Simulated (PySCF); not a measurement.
## Geometry relaxation, with input and output: SiF (charge +1) (part 1 of 2)

System: SiF, charge +1.
Method: UKS-m06l/ano-rcc-vdzp, optimize (PySCF 2.14.0).

Some settings of this run were made unusual or wrong on purpose. Figures and captions count atoms from 1; the log counts them from 0 in places.

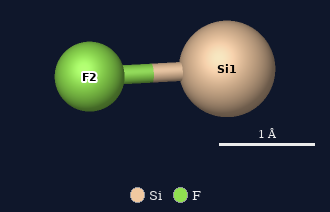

**Figure 1.** The starting structure (ball-and-stick view, seen at a tilt; atoms are numbered from 1 in the order of the input). Bond lengths as drawn: F–Si 1.48 Å.

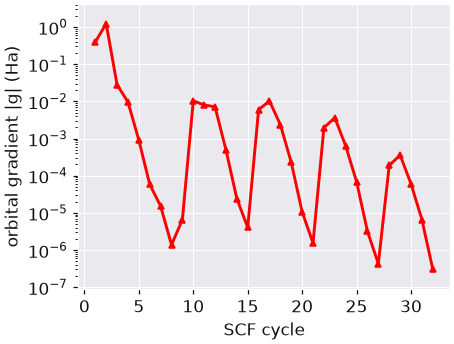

**Figure 2.** Convergence of the self-consistent field: orbital gradient |g| against the SCF cycle. All cycles printed in the log are drawn one after another.

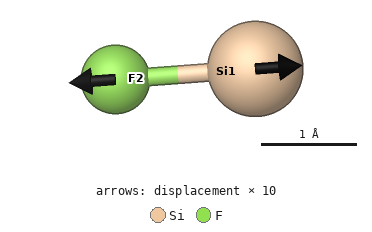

**Figure 3.** The starting structure with the displacements as black arrows, magnified 10 times (ball-and-stick view, seen at a tilt). The two geometries are laid on each other by the best rigid fit. The largest moves after the best rigid fit, 0.050 Å, are those of Si1 and F2. By element the largest moves are Si 0.050 Å, F 0.050 Å. Among the contacts that change: Si1–F2 1.482 → 1.582 Å. (Atoms are counted from 1 in the order of the input.)

These pictures come from the run below.

**Input**
```python
from pyscf import gto, dft
from pyscf.geomopt.geometric_solver import optimize

mol = gto.M(
    atom='Si 0 0 0; F 0 0 1.482',
    basis='ano-rcc-vdzp',
    charge=1,
    spin=0,
    symmetry=True,
    verbose=4,
)
mf = dft.UKS(mol, xc='m06l')
mf = mf.density_fit(auxbasis='def2-universal-jkfit')
mf.kernel()
g = mf.nuc_grad_method()
g.grid_response = True
mol_eq = optimize(g.as_scanner(), maxsteps=30)
print('optimised geometry (angstrom)')
print(mol_eq.tostring('raw'))
print('orbital energies (hartree):', [e[max(0, n-3):n+3].round(4) for e, n in zip(mf.mo_energy, mol.nelec)])
```

Launched with:
```bash
OMP_NUM_THREADS=1 python input.py
```

**Output**
```
PySCF version 2.14.0

[INPUT] verbose = 4
[INPUT] num. atoms = 2
[INPUT] num. electrons = 22
[INPUT] charge = 1
[INPUT] spin (= nelec alpha-beta = 2S) = 0
[INPUT] symmetry True subgroup None
[INPUT] Mole.unit = angstrom
[INPUT] Symbol           X                Y                Z      unit          X                Y                Z       unit  Magmom
[INPUT]  1 Si     0.000000000000   0.000000000000   0.000000000000 AA    0.000000000000   0.000000000000   0.000000000000 Bohr   0.0
[INPUT]  2 F      0.000000000000   0.000000000000   1.482000000000 AA    0.000000000000   0.000000000000   2.800574116605 Bohr   0.0

nuclear repulsion = 44.9907750174899
point group symmetry = Coov
symmetry origin: [0.         0.         1.09587683]
symmetry axis x: [1. 0. 0.]
symmetry axis y: [0. 1. 0.]
symmetry axis z: [0. 0. 1.]
num. orbitals of irrep A1 = 14
num. orbitals of irrep E1x = 7
num. orbitals of irrep E1y = 7
num. orbitals of irrep E2x = 2
num. orbitals of irrep E2y = 2
number of shells = 6
number of NR pGTOs = 139
number of NR cGTOs = 32
basis = ano-rcc-vdzp
ecp = {}

******** <class 'pyscf.df.df_jk.DFSymAdaptedUKS'> ********
method = DFSymAdaptedUKS
initial guess = minao
damping factor = 0
level_shift factor = 0
DIIS = <class 'pyscf.scf.diis.CDIIS'>
diis_start_cycle = 1
diis_space = 8
diis_damp = 0
SCF conv_tol = 1e-09
SCF conv_tol_grad = None
SCF max_cycles = 50
direct_scf = False
number electrons alpha = 11  beta = 11
XC library pyscf.dft.libxc version 7.0.0
    S. Lehtola, C. Steigemann, M. J.T. Oliveira, and M. A.L. Marques.,  SoftwareX 7, 1–5 (2018)
XC functionals = m06l
    Y. Zhao and D. G. Truhlar.,  J. Chem. Phys. 125, 194101 (2006)
    Y. Zhao and D. G. Truhlar.,  J. Chem. Phys. 125, 194101 (2006)
    Y. Zhao and D. G. Truhlar.,  Theor. Chem. Acc. 120, 215 (2008)
radial grids:
    Treutler-Ahlrichs [JCP 102, 346 (1995); DOI:10.1063/1.469408] (M4) radial grids

becke partition: Becke, JCP 88, 2547 (1988); DOI:10.1063/1.454033
pruning grids: <function nwchem_prune>
grids dens level: 3
symmetrized grids: True
atomic radii adjust function: <function treutler_atomic_radii_adjust>
small_rho_cutoff = 0
Freeze 0 electrons in irreps []
    22 free electrons in irreps A1 E1x E1y E2x E2y
Set gradient conv threshold to 3.16228e-05
tot grids = 33448
init E= -389.349672807815
alpha HOMO (A1) = -0.323436727541674  LUMO (E1x) = -0.108304569914234
beta  HOMO (A1) = -0.323436727541675  LUMO (E1x) = -0.108304569914234
  HOMO = -0.323436727542  LUMO = -0.108304569914  gap/eV = 5.85404
cycle= 1 E= -388.813642754731  delta_E= 0.536  |g|= 0.391  |ddm|= 1.17
alpha HOMO (A1) = -0.595883353775574  LUMO (E1x) = -0.410935131005589
beta  HOMO (A1) = -0.595883353775573  LUMO (E1x) = -0.41093513100559
  HOMO = -0.595883353776  LUMO = -0.410935131006  gap/eV = 5.03270
cycle= 2 E= -388.313370641881  delta_E=  0.5  |g|= 1.23  |ddm|= 1.19
alpha HOMO (A1) = -0.637717169899161  LUMO (E1x) = -0.407783599260293
beta  HOMO (A1) = -0.637717169899162  LUMO (E1x) = -0.407783599260295
  HOMO = -0.637717169899  LUMO = -0.40778359926  gap/eV = 6.25681
cycle= 3 E= -388.889048027456  delta_E= -0.576  |g|= 0.0278  |ddm|= 0.842
alpha HOMO (A1) = -0.617910501666972  LUMO (E1x) = -0.38764095012223
beta  HOMO (A1) = -0.617910501666972  LUMO (E1x) = -0.387640950122229
  HOMO = -0.617910501667  LUMO = -0.387640950122  gap/eV = 6.26595
cycle= 4 E= -388.889315370222  delta_E= -0.000267  |g|= 0.00958  |ddm|= 0.0355
alpha HOMO (A1) = -0.617641310917491  LUMO (E1x) = -0.387580699723723
beta  HOMO (A1) = -0.61764131091749  LUMO (E1x) = -0.387580699723721
  HOMO = -0.617641310917  LUMO = -0.387580699724  gap/eV = 6.26027
cycle= 5 E= -388.889349404444  delta_E= -3.4e-05  |g|= 0.000901  |ddm|= 0.00852
alpha HOMO (A1) = -0.61748598907522  LUMO (E1x) = -0.387402048573872
beta  HOMO (A1) = -0.617485989075222  LUMO (E1x) = -0.387402048573871
  HOMO = -0.617485989075  LUMO = -0.387402048574  gap/eV = 6.26090
cycle= 6 E= -388.889349706564  delta_E= -3.02e-07  |g|= 5.83e-05  |ddm|= 0.000723
alpha HOMO (A1) = -0.617432555906346  LUMO (E1x) = -0.387349853323273
beta  HOMO (A1) = -0.617432555906348  LUMO (E1x) = -0.387349853323273
  HOMO = -0.617432555906  LUMO = -0.387349853323  gap/eV = 6.26087
cycle= 7 E= -388.889349707923  delta_E= -1.36e-09  |g|= 1.52e-05  |ddm|= 9.76e-05
alpha HOMO (A1) = -0.617433897539198  LUMO (E1x) = -0.387350725011979
beta  HOMO (A1) = -0.617433897539196  LUMO (E1x) = -0.387350725011979
  HOMO = -0.617433897539  LUMO = -0.387350725012  gap/eV = 6.26088
cycle= 8 E= -388.889349708042  delta_E= -1.19e-10  |g|= 1.38e-06  |ddm|= 1.86e-05
alpha HOMO (A1) = -0.617433734001289  LUMO (E1x) = -0.387350669569079
beta  HOMO (A1) = -0.617433734001287  LUMO (E1x) = -0.387350669569079
  HOMO = -0.617433734001  LUMO = -0.387350669569  gap/eV = 6.26088
Extra cycle  E= -388.88934970804  delta_E= 2.05e-12  |g|= 2.99e-06  |ddm|= 4.14e-06
converged SCF energy = -388.88934970804  <S^2> = 1.5987212e-14  2S+1 = 1
Create scanner for <class 'pyscf.df.grad.uks.Gradients'>
Create scanner for <class 'pyscf.df.df_jk.DFSymAdaptedUKS'>
input.py

Current date and time:

#|     Arguments passed to driver run_optimizer():      |#
customengine              <pyscf.geomopt.geometric_solver.PySCFEngine object>
logIni                    [file]
maxiter                   30
----------------------------------------------------------
Custom engine selected.
Bonds will be generated from interatomic distances less than 1.20 times sum of covalent radii
6 internal coordinates being used (instead of 6 Cartesians)
Internal coordinate system (atoms numbered from 1):
Distance 1-2
Translation-X 1-2
Translation-Y 1-2
Translation-Z 1-2
Rotation-A 1-2
Rotation-B 1-2
Rotation-C 1-2
<class 'geometric.internal.Distance'> : 1
<class 'geometric.internal.TranslationX'> : 1
<class 'geometric.internal.TranslationY'> : 1
<class 'geometric.internal.TranslationZ'> : 1
<class 'geometric.internal.RotationA'> : 1
<class 'geometric.internal.RotationB'> : 1
<class 'geometric.internal.RotationC'> : 1
> ===== Optimization Info: ====
> Job type: Energy minimization
> Maximum number of optimization cycles: 30
> Initial / maximum trust radius (Angstrom): 0.100 / 0.300
> Convergence Criteria:
> Will converge when all 5 criteria are reached:
>  |Delta-E| < 1.00e-06
>  RMS-Grad  < 3.00e-04
>  Max-Grad  < 4.50e-04
>  RMS-Disp  < 1.20e-03
>  Max-Disp  < 1.80e-03
> === End Optimization Info ===

Geometry optimization cycle 1
Cartesian coordinates (Angstrom)
 Atom        New coordinates             dX        dY        dZ
  Si   0.000000   0.000000   0.000000    0.000000  0.000000  0.000000
   F   0.000000   0.000000   1.482000    0.000000  0.000000 -0.000000

WARN: Mole.unit (angstrom) is changed to Bohr

New geometry
   1 Si     0.000000000000   0.000000000000   0.000000000000 AA    0.000000000000   0.000000000000   0.000000000000 Bohr
   2 F      0.000000000000   0.000000000000   1.482000000000 AA    0.000000000000   0.000000000000   2.800574116605 Bohr

******** <class 'pyscf.scf.hf.DFSymAdaptedUKS_Scanner'> ********
method = DFSymAdaptedUKS_Scanner
initial guess = minao
damping factor = 0
level_shift factor = 0
DIIS = <class 'pyscf.scf.diis.CDIIS'>
diis_start_cycle = 1
diis_space = 8
diis_damp = 0
SCF conv_tol = 1e-09
SCF conv_tol_grad = None
SCF max_cycles = 50
direct_scf = False
number electrons alpha = 11  beta = 11
XC library pyscf.dft.libxc version 7.0.0
    S. Lehtola, C. Steigemann, M. J.T. Oliveira, and M. A.L. Marques.,  SoftwareX 7, 1–5 (2018)
XC functionals = m06l
    Y. Zhao and D. G. Truhlar.,  J. Chem. Phys. 125, 194101 (2006)
    Y. Zhao and D. G. Truhlar.,  J. Chem. Phys. 125, 194101 (2006)
    Y. Zhao and D. G. Truhlar.,  Theor. Chem. Acc. 120, 215 (2008)
radial grids:
    Treutler-Ahlrichs [JCP 102, 346 (1995); DOI:10.1063/1.469408] (M4) radial grids

becke partition: Becke, JCP 88, 2547 (1988); DOI:10.1063/1.454033
pruning grids: <function nwchem_prune>
grids dens level: 3
symmetrized grids: True
atomic radii adjust function: <function treutler_atomic_radii_adjust>
small_rho_cutoff = 0
Freeze 0 electrons in irreps []
    22 free electrons in irreps A1 E1x E1y E2x E2y
Set gradient conv threshold to 3.16228e-05
tot grids = 33448
init E= -388.88934970804
alpha HOMO (A1) = -0.617433724947282  LUMO (E1x) = -0.387350742576694
beta  HOMO (A1) = -0.617433724947282  LUMO (E1x) = -0.387350742576696
  HOMO = -0.617433724947  LUMO = -0.387350742577  gap/eV = 6.26088
cycle= 1 E= -388.889349708032  delta_E= 8.01e-12  |g|= 6.58e-06  |ddm|= 6.78e-06
alpha HOMO (A1) = -0.617433969013776  LUMO (E1x) = -0.387350691764258
beta  HOMO (A1) = -0.617433969013776  LUMO (E1x) = -0.387350691764259
  HOMO = -0.617433969014  LUMO = -0.387350691764  gap/eV = 6.26088
Extra cycle  E= -388.88934970797  delta_E= 6.26e-11  |g|= 1.43e-05  |ddm|= 1.41e-05
converged SCF energy = -388.88934970797  <S^2> = -3.5527137e-15  2S+1 = 1

******** <class 'pyscf.grad.rhf.Gradients_Scanner'> for <class 'pyscf.scf.hf.DFSymAdaptedUKS_Scanner'> ********
unit = Eh/Bohr
grid_response = True
--------------- DFSymAdaptedUKS_Scanner gradients ---------------
         x                y                z
0 Si     0.0000000000     0.0000000000     0.0992565617
1 F     0.0000000000     0.0000000000    -0.0992565617
----------------------------------------------
cycle 1: E = -388.889349708  dE = -388.889  norm(grad) = 0.14037
Step    0 : Gradient = 9.926e-02/9.926e-02 (rms/max) Energy = -388.8893497080
Hessian Eigenvalues: 5.00000e-02 5.00000e-02 5.00000e-02 ... 5.00000e-02 5.00000e-02 8.29605e-01

Geometry optimization cycle 2
Cartesian coordinates (Angstrom)
 Atom        New coordinates             dX        dY        dZ
  Si   0.000000   0.000000  -0.031656    0.000000  0.000000 -0.031656
   F   0.000000   0.000000   1.513656    0.000000  0.000000  0.031656
New geometry
   1 Si     0.000000000000   0.000000000000  -0.031656215661 AA    0.000000000000   0.000000000000  -0.059821577740 Bohr
   2 F      0.000000000000   0.000000000000   1.513656215661 AA    0.000000000000   0.000000000000   2.860395694345 Bohr

******** <class 'pyscf.scf.hf.DFSymAdaptedUKS_Scanner'> ********
method = DFSymAdaptedUKS_Scanner
initial guess = minao
damping factor = 0
level_shift factor = 0
DIIS = <class 'pyscf.scf.diis.CDIIS'>
diis_start_cycle = 1
diis_space = 8
diis_damp = 0
SCF conv_tol = 1e-09
SCF conv_tol_grad = None
SCF max_cycles = 50
direct_scf = False
number electrons alpha = 11  beta = 11
XC library pyscf.dft.libxc version 7.0.0
    S. Lehtola, C. Steigemann, M. J.T. Oliveira, and M. A.L. Marques.,  SoftwareX 7, 1–5 (2018)
XC functionals = m06l
    Y. Zhao and D. G. Truhlar.,  J. Chem. Phys. 125, 194101 (2006)
    Y. Zhao and D. G. Truhlar.,  J. Chem. Phys. 125, 194101 (2006)
    Y. Zhao and D. G. Truhlar.,  Theor. Chem. Acc. 120, 215 (2008)
radial grids:
    Treutler-Ahlrichs [JCP 102, 346 (1995); DOI:10.1063/1.469408] (M4) radial grids

becke partition: Becke, JCP 88, 2547 (1988); DOI:10.1063/1.454033
pruning grids: <function nwchem_prune>
grids dens level: 3
symmetrized grids: True
atomic radii adjust function: <function treutler_atomic_radii_adjust>
small_rho_cutoff = 0
Freeze 0 electrons in irreps []
    22 free electrons in irreps A1 E1x E1y E2x E2y
Set gradient conv threshold to 3.16228e-05
tot grids = 33448
init E= -388.872262202178
alpha HOMO (A1) = -0.624167237379187  LUMO (E1x) = -0.398532417406654
beta  HOMO (A1) = -0.624167237379187  LUMO (E1x) = -0.398532417406654
  HOMO = -0.624167237379  LUMO = -0.398532417407  gap/eV = 6.13984
cycle= 1 E= -388.896776933953  delta_E= -0.0245  |g|= 0.0103  |ddm|= 0.0686
alpha HOMO (A1) = -0.62097805189511  LUMO (E1x) = -0.393950462135495
beta  HOMO (A1) = -0.62097805189511  LUMO (E1x) = -0.393950462135495
  HOMO = -0.620978051895  LUMO = -0.393950462135  gap/eV = 6.17774
cycle= 2 E= -388.89681846029  delta_E= -4.15e-05  |g|= 0.00799  |ddm|= 0.0292
alpha HOMO (A1) = -0.620697524521805  LUMO (E1x) = -0.393752122369106
beta  HOMO (A1) = -0.620697524521805  LUMO (E1x) = -0.393752122369104
  HOMO = -0.620697524522  LUMO = -0.393752122369  gap/eV = 6.17550
cycle= 3 E= -388.896835086132  delta_E= -1.66e-05  |g|= 0.00709  |ddm|= 0.0133
alpha HOMO (A1) = -0.620410995585619  LUMO (E1x) = -0.393735207101465
beta  HOMO (A1) = -0.620410995585619  LUMO (E1x) = -0.393735207101464
  HOMO = -0.620410995586  LUMO = -0.393735207101  gap/eV = 6.16816
cycle= 4 E= -388.896854045354  delta_E= -1.9e-05  |g|= 0.000496  |ddm|= 0.00487
alpha HOMO (A1) = -0.620407935354195  LUMO (E1x) = -0.393718396574489
beta  HOMO (A1) = -0.620407935354192  LUMO (E1x) = -0.39371839657449
  HOMO = -0.620407935354  LUMO = -0.393718396574  gap/eV = 6.16854
cycle= 5 E= -388.896854145242  delta_E= -9.99e-08  |g|= 2.43e-05  |ddm|= 0.000407
alpha HOMO (A1) = -0.620423733784318  LUMO (E1x) = -0.393731676683739
beta  HOMO (A1) = -0.620423733784315  LUMO (E1x) = -0.39373167668374
  HOMO = -0.620423733784  LUMO = -0.393731676684  gap/eV = 6.16861
cycle= 6 E= -388.896854145705  delta_E= -4.63e-10  |g|= 4.05e-06  |ddm|= 4.82e-05
alpha HOMO (A1) = -0.620423778808997  LUMO (E1x) = -0.39373166540769
beta  HOMO (A1) = -0.620423778808999  LUMO (E1x) = -0.393731665407691
  HOMO = -0.620423778809  LUMO = -0.393731665408  gap/eV = 6.16861
Extra cycle  E= -388.89685414568  delta_E= 2.52e-11  |g|= 9.16e-06  |ddm|= 1.11e-05
converged SCF energy = -388.89685414568  <S^2> = 0  2S+1 = 1

******** <class 'pyscf.grad.rhf.Gradients_Scanner'> for <class 'pyscf.scf.hf.DFSymAdaptedUKS_Scanner'> ********
unit = Eh/Bohr
grid_response = True
--------------- DFSymAdaptedUKS_Scanner gradients ---------------
         x                y                z
0 Si     0.0000000000     0.0000000000     0.0302681140
1 F     0.0000000000     0.0000000000    -0.0302681140
```
